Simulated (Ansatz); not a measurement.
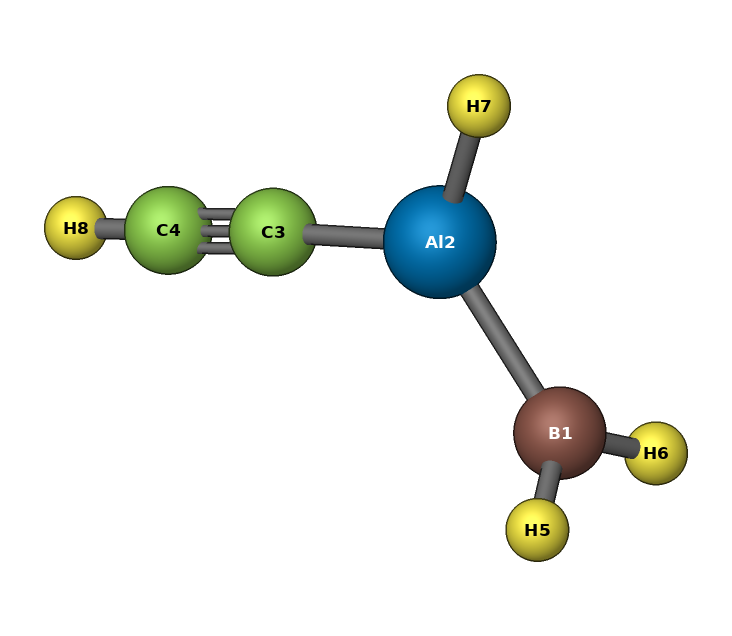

The questions are on Mulliken charges. The computed structure is the end point of a PBE0-D4/def2-TZVP optimisation. No frequency run is at hand to confirm it as a minimum. Properties computed with RKS PBE0-D4/def2-TZVP (Ansatz 0.2.0).

Give the Mulliken charges atom by atom.

```csv
atom,value (e)
B1,−0.11
Al2,0.37
C3,−0.30
C4,−0.12
H5,0.04
H6,0.04
H7,−0.09
H8,0.18
```

Mulliken values depend strongly on the basis set and can even reverse the polarity of a bond.
